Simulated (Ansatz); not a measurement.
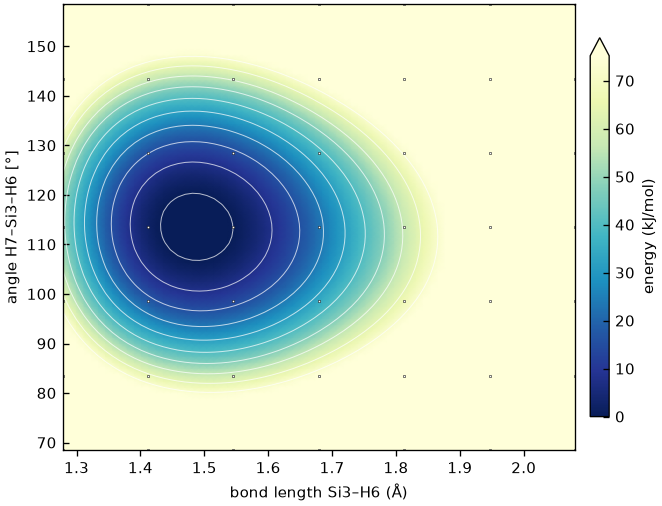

CH₃FSiTe, SMILES FC1[SiH2][Te]1. 
- Coordinates scanned: (1) bond length Si3–H6; (2) angle H7–Si3–H6.
- Nothing is relaxed (all other coordinates rigid).
- Grid: 7 × 7 points.
- Points are written as (first, second).
- All energies are given in kJ/mol relative to the lowest grid point.
- All numbers below come from RKS PBE0-D4/def2-SVP in Ansatz 0.2.0.

Drawn: a smooth colour map with a few white contour lines, dots at the grid points, one colour for all values above the top of the scale. Between grid points the surface is interpolated.

Estimate the position of the minimum and the force constants in these coordinates.

The interpolated minimum is at bond length Si3–H6 ≈ 1.485 Å, angle H7–Si3–H6 ≈ 113.5°. The curvatures there are about 19 eV/Å² and 4.3 eV/rad², with a cross term of about 0.4 eV/(Å·rad). Round the minimum the two coordinates are nearly uncoupled. (1 eV is 96.5 kJ/mol.)
